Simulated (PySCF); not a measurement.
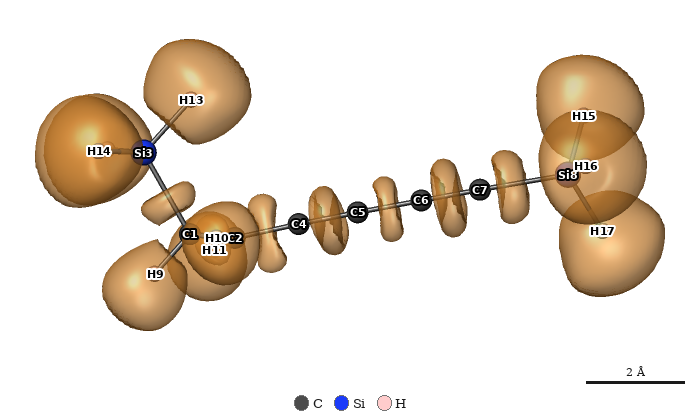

Figure. C6H9Si2 (doublet). Isosurface of the ELF at 0.8 (orange), seen at a tilt. Only the valence region is drawn (cores and ρ < 0.01 e/Å³ removed).

Geometry: GFN2-xTB.

Level of theory: UKS B3LYP, pcH-1 on C H Si, non-relativistic, mean-field spin-orbit, GIAO (PySCF 2.14.0, density-fitted response routines).

```xyz
17

C    -2.5896   -1.1929    0.0717
C    -1.6204   -0.7120   -0.9314
Si   -3.7171    0.2651    0.6273
C    -0.3557   -0.3744   -0.6374
C     0.8158   -0.0956   -0.3512
C     2.0828    0.2031   -0.0711
C     3.2498    0.4759    0.1853
Si    5.0040    0.8678    0.5486
H    -3.2189   -1.9756   -0.3536
H    -2.0758   -1.5984    0.9432
H    -1.9705   -0.5807   -1.9464
H    -4.4125    0.7798   -0.5534
H    -2.8745    1.2997    1.2215
H    -4.6848   -0.2517    1.5964
H     5.2182    2.3085    0.3707
H     5.2861    0.4796    1.9341
H     5.8563    0.1141   -0.3778
```

**Describe the localisation domains.**

The ELF exceeds this value in five regions between bonded C–C atoms (shared pairs), two regions between bonded C–Si atoms (shared pairs) and nine regions around hydrogen nuclei. Profiles from the grid: C–C (1.23 Å): the ELF peaks at about 0.90 between the atoms: a multiple bond. C–Si (1.83 Å): the ELF peaks at about 0.95 between the atoms (localised, covalent bonding).
